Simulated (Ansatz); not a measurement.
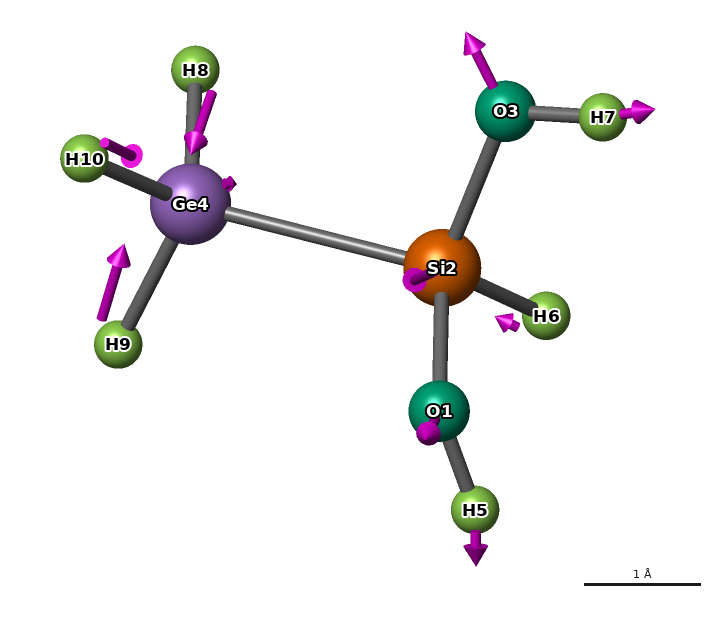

Arrows show the forces on the atoms, 10 Å of arrow for 1 eV/Å; forces under a tenth of the largest aren't drawn. Level of theory: r2SCAN-D4/def2-TZVPP (Ansatz 0.2.0).

On which atom is the force largest, and how large is it?

On Si2: 0.10 eV/Å.

List the force components in the frame of the picture (x right, y up, z towards the viewer), in eV/Å.

```csv
atom,Fx,Fy,Fz
O1,−0.01,−0.02,0.06
Si2,−0.02,−0.01,−0.10
O3,−0.02,0.05,0.01
Ge4,0.01,0.00,−0.01
H5,0.00,−0.03,−0.01
H6,−0.02,0.01,0.01
H7,0.03,0.00,0.02
H8,−0.02,−0.05,0.05
H9,0.02,0.07,0.03
H10,0.03,−0.02,−0.06
```
